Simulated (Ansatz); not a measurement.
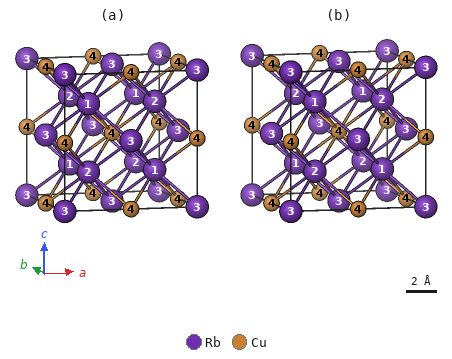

The structure of solid Rb3Cu (a generated structure, set up in Fm-3m) before (left) and after (right) a relaxation, at one scale.

The picture is a ball-and-stick view of the conventional cell (4 times the calculation's cell), seen slightly off an axis. Lengths and directions refer to the drawn axes.

All numbers below come from Ansatz, DFT PBE, scalar-relativistic, plane waves, PAW.

Input
```yaml
crystal:
  lattice:
    - [0.0, 4.6567726006, 4.6567726006]
    - [4.6567726006, 0.0, 4.6567726006]
    - [4.6567726006, 4.6567726006, 0.0]
  atoms:
    - { symbol: Rb, position: [0.75, 0.75, 0.75] }
    - { symbol: Rb, position: [0.25, 0.25, 0.25] }
    - { symbol: Rb, position: [0.0, 0.0, 0.0] }
    - { symbol: Cu, position: [0.5, 0.5, 0.5] }
basis:
  ecutwfc: 420
kpoints:
  mp_grid: { grid: [10, 10, 10] }
hamiltonian:
  xc: pbe
scf:
  occupations: { method: gaussian, width: 0.1 }
output:
  forces: true
  stress: true
  eigenvalues: true
relax:
  adjacent_minimum: "off"
  f_tol: 0.01
  max_steps: 80
  cell: { stress_tol: 0.05 }
```

Run as
```bash
ansatz run input.yaml --threads 1 --pin off --max-ram 2048MiB --backend cpu --events-out ev --progress --plain --runs-dir out
```

Q: What changed between the two?

A: The atoms keep their places relative to the cell (all moves are under 0.005 Å). Cell: a = b = c 9.314 → 9.492 Å (+1.9 %). Volume +5.9 %. Among the contacts that change: Rb1–Cu4 4.033 → 4.110 Å, Rb1–Rb3 4.033 → 4.110 Å. The space group stays Fm-3m (No. 225). Over 2 accepted moves (3 points after the start) the energy falls by 12.1 meV per cell of the calculation. All forces vanish by symmetry, so only the cell relaxes. Pressure: 0.32 GPa at the start and 0.02 GPa at the end. The SCF was repeated once at an unchanged geometry on a basis and grid sized afresh for the cell, which shifted the energy by 0.3 meV per cell of the calculation at most.
